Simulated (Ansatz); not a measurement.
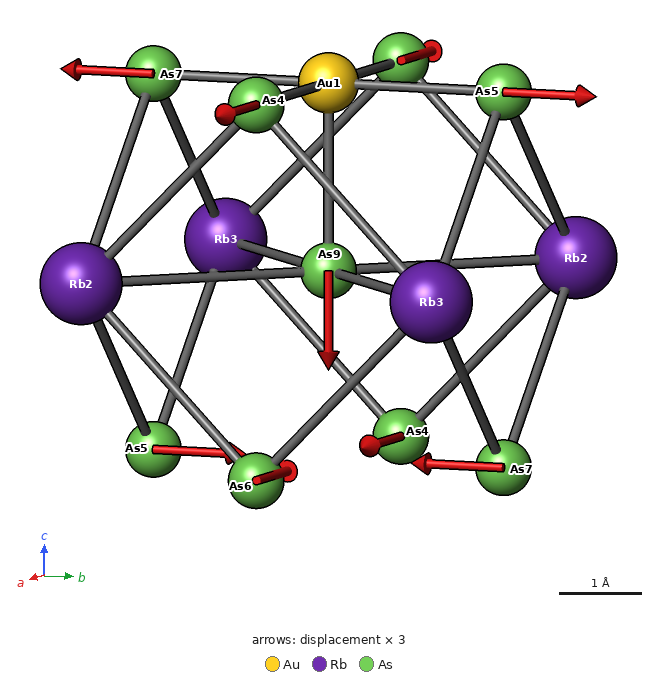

A relaxation of a crystal of Rb2As6Au (a generated structure, set up in Fm-3m). The starting structure is drawn; red arrows show the displacements (the part carried along by the change of the cell is left out), 3 times their true length.

A ball-and-stick model of the atoms within 4.2 Å of the atom that moves most (axes of the conventional cell (4 times the calculation's cell)), seen slightly off an axis. Lengths and directions refer to the drawn axes.

The start is a swapped structure.

Level of theory: Ansatz, DFT, PAW plane waves, PBEsol.

The input:
```yaml
crystal:
  lattice:
    - [0.0, 4.649975, 4.649975]
    - [4.649975, 0.0, 4.649975]
    - [4.649975, 4.649975, 0.0]
  atoms:
    - { symbol: Au, position: [0.0, 0.0, 0.0] }
    - { symbol: Rb, position: [0.25, 0.25, 0.25] }
    - { symbol: Rb, position: [0.75, 0.75, 0.75] }
    - { symbol: As, position: [0.75, 0.25, 0.25] }
    - { symbol: As, position: [0.25, 0.75, 0.25] }
    - { symbol: As, position: [0.25, 0.75, 0.75] }
    - { symbol: As, position: [0.75, 0.25, 0.75] }
    - { symbol: As, position: [0.25, 0.25, 0.75] }
    - { symbol: As, position: [0.75, 0.75, 0.25] }
  symmetry: { tolerance: 0.0003 }
kpoints:
  mp_grid: { grid: [6, 6, 6], shift: [0, 0, 0] }
magnetization:
  spin_polarized: false
scf:
  occupations: { method: gaussian, width: 0.1261 }
  lower_state_search: "off"
hamiltonian:
  pseudopotentials: { kind: paw }
  xc: pbesol
basis:
  ecutwfc: 420
  fft_grid_basis: typed
relax:
  max_steps: 60
  cell: { p_target: 0.0 }
output:
  forces: true
  stress: true
  eigenvalues: true
  bader: true
  populations: true
  elf: true
  write_potential: true
  volumetric_format: npy
  dos:
    e_range: [-12, 8]
    de: 0.05
    projected: { site_lists: { As: [As], Au: [Au], Rb: [Rb] } }
  write_density: true
checkpoint:
  read: saved_state
```

Command:
```bash
ansatz run input.yaml --threads 2 --pin off --max-ram 3584MiB --backend cpu --events-out ev --progress --plain --runs-dir out
```

Which element moves most?

Answer. Arsenic: up to 0.42 Å, against 0.00 Å for gold.

Describe the change and its energy.

Answer. After 6 accepted moves (7 points after the start) the energy has fallen by 4.350 eV per cell of the calculation. The largest force component goes from 3.8 to 0.00039 eV/Å. The pressure goes from 13.01 to 0.00 GPa. At 1 point the geometry stayed and the basis and grid were re-selected for the new cell (energy shift of 2.1 meV per cell of the calculation at most each time). The largest moves relative to the cell, 0.42 Å, are those of As4, As5, As6, As7, As8 and As9. As9 goes along −c. Au and Rb stay in place. Cell: a = b = c 9.300 → 9.521 Å (+2.4 %). Volume +7.3 %. Some distances before and after: As4–As5 3.288 → 3.954 Å, As4–As5 (another image) 3.288 → 2.778 Å, Au1–As4 2.325 → 2.796 Å, Rb2–As4 3.288 → 3.392 Å. Among the angles between lasting bonds that change: Rb2–As9–Rb2 180.0° → 165.9°, Au1–As9–Rb2 90.0° → 83.0°. The space group stays Fm-3m (No. 225).
